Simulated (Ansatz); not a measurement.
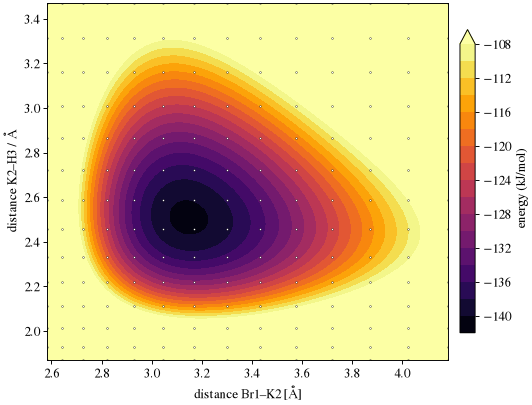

The system Br⁻ + KH. Coordinates scanned: (1) distance Br1–K2; (2) distance K2–H3. Nothing is relaxed (the angle Br1–K2–H3 is fixed at 160 degrees). The scan uses a 14 × 14 grid. All energies are given in kJ/mol relative to Br with charge -1 far from the relaxed KH (each part in its own basis). The reference is spin-restricted, so regions where a bond is pulled apart into radicals lie too high. Method: RHF/def2-TZVPD in Ansatz 0.2.0.

The picture shows filled contours, dots at the grid points, one colour for all values above the top of the scale. Between grid points the surface is interpolated.

**Where is the minimum, and how stiff is the well along each coordinate?**

The interpolated minimum is at distance Br1–K2 ≈ 3.145 Å, distance K2–H3 ≈ 2.507 Å. The curvatures there are about 2 eV/Å² and 2.1 eV/Å², with a cross term of about 0.2 eV/Å². Round the minimum the two coordinates are weakly coupled (coupling 0.10 in units of the two stiffnesses). (1 eV is 96.5 kJ/mol.)
